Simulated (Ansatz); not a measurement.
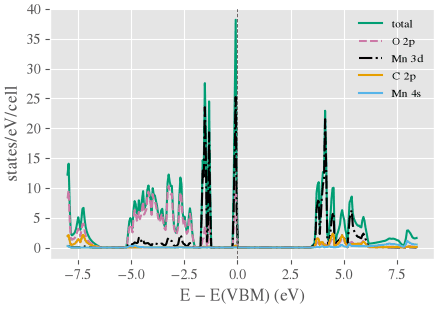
Figure. Total and projected density of states of MnCO₃ in space group R-3c (No. 167; Mn on 6b, C on 6a, O on 18e), the program Ansatz at the r²SCAN level (PAW)

Task: Which orbitals carry the states next to the gap?

Result: Top 1 eV of the valence band: Mn 3d 66 %, O 2p 29 %. Bottom 1 eV of the conduction band: Mn 3d 78 %, C 2p 10 %, O 2p 7 %. Projections are on Löwdin-orthogonalised atomic valence shells; empty p or d shells of many metals are not among them.

The workflow started from an entry of the Crystallography Open Database (COD). Whether it is the stable phase at ambient conditions was not checked. The r²SCAN relaxation kept the symmetry of its start, as lowered by the spin order; its stability against distortions is not shown here. The final state is antiferromagnetic, chosen from 5 collinear starts compared on coarse meshes (ties went to the first, and starts can fall back to one state), not a proven ground state. Other orbital occupations within this spin state were not tried. No Hubbard U is applied.

Potentials: the later of the program's two PAW sets.
